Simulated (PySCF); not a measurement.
Sn(Cl)(OH), SMILES [OH][Sn][Cl] at its PBE0/def2-SVP optimised geometry (Å):

```
4

Sn    -1.1069    -1.2270     0.0000
Cl     1.3021    -1.2270     0.0000
O     -1.3021     0.7513     0.0000
H     -0.4603     1.2270     0.0024
```

Level of theory: PBE0/def2-TZVP, def2 effective core potentials past Kr in PySCF 2.14.0. The core electrons that the potentials of Sn replace are not part of the density.

Map of the electrostatic potential (hartree/e), clipped to [-0.08, 0.12] on the plane z = 0.6 Å:

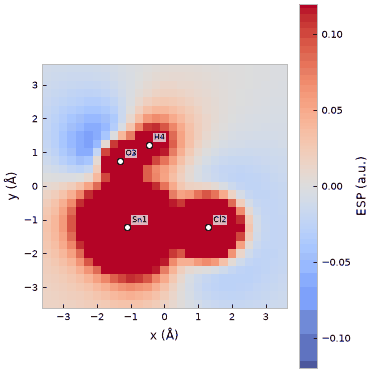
Fig. 1. Electrostatic potential (hartree/e), clipped to [-0.08, 0.12] on the plane z = 0.6 Å.
